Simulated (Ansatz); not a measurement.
The calculation's input:

```
crystal:
  periodic: [false, false, false]
  atoms:
    - { symbol: Al, position_ang: [-1.192509, -0.567791, -0.244202] }
    - { symbol: S, position_ang: [2.136192, 0.580505, -0.672655] }
    - { symbol: F, position_ang: [-1.372614, -2.147852, -0.634535] }
    - { symbol: F, position_ang: [-1.755248, 0.601658, -1.238216] }
    - { symbol: H, position_ang: [1.477586, 0.611081, 0.509157] }
    - { symbol: O, position_ang: [-0.520713, -0.079789, 1.340848] }
    - { symbol: H, position_ang: [1.620253, 1.751871, -1.070769] }
    - { symbol: H, position_ang: [-0.392947, -0.749785, 2.010374] }
basis:
  gaussian: { orbitals: def2-SVP }
hamiltonian:
  xc: { name: BHLYP }
  dispersion: d4
relax:
  f_tol: 0.03
  max_steps: 50
output:
  orbitals: {}
```

Command:

```sh
ansatz run input.yaml --threads 2 --pin off --max-ram 3072MiB --backend cpu --events-out ev --progress --plain --runs-dir out
```

The fields are those of the relaxed geometry.

Method: Ansatz, RKS BHLYP-D4/def2-SVP.

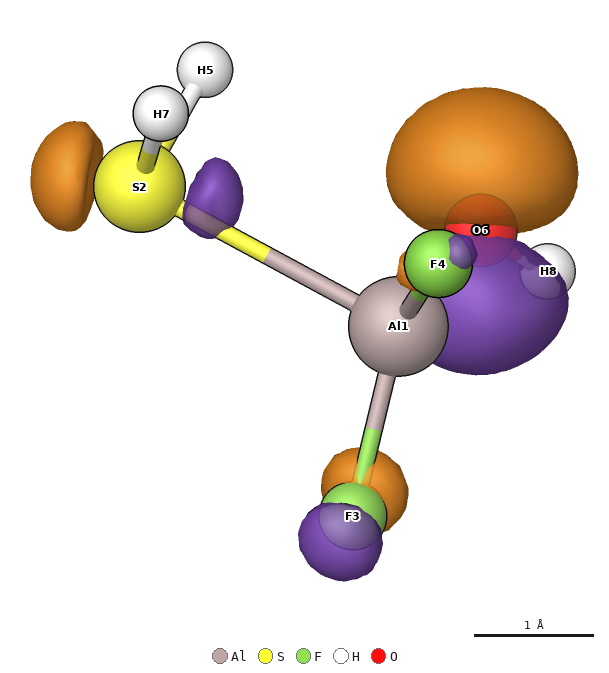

AlF2H3OS. The HOMO−1 at ±0.2 Å⁻³ᐟ² (orange and purple are the two phases), seen at an oblique angle.

Question: Where does this orbital lie, and at what energy?

Answer: Its weight (Hirshfeld) is mainly on O6 (about 65 %), S2 (about 15 %) and F3 (about 5 %). Its energy is −10.87 eV.
